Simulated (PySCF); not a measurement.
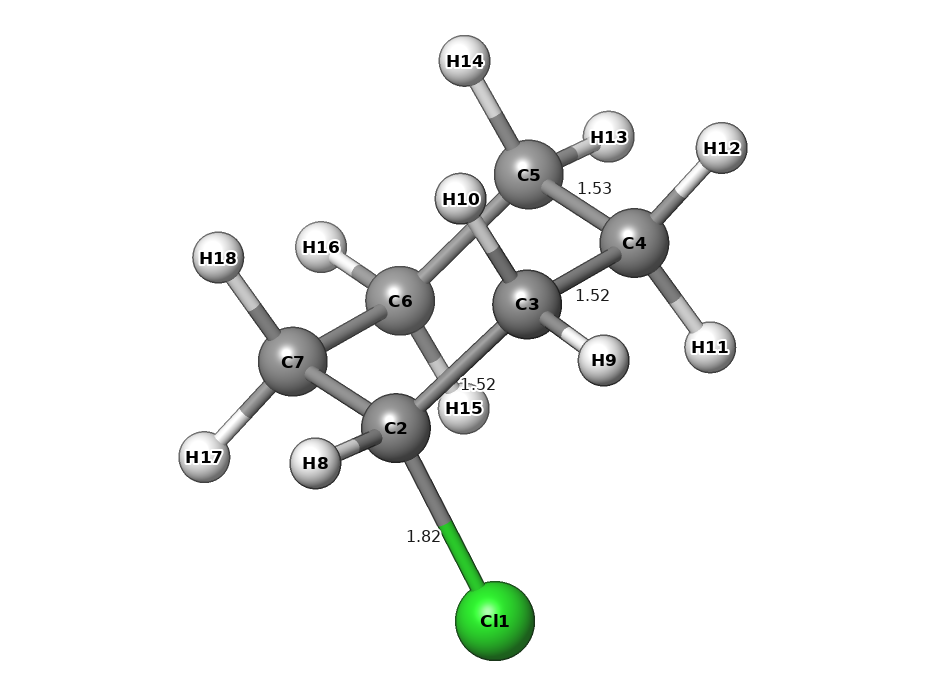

The numbers beside the sticks are distances in Å. Sticks don't show bond order. The geometry was computed by an optimisation with PBE0-D3(BJ)/def2-SVP. No frequency run is at hand to confirm it as a minimum.

Question: Which of the marked bonds are single, double, triple or aromatic?

Answer: Cl1–C2 single; C2–C3 single; C3–C4 single; C4–C5 single.

Question: Write the SMILES.

Answer: ClC1CCCCC1
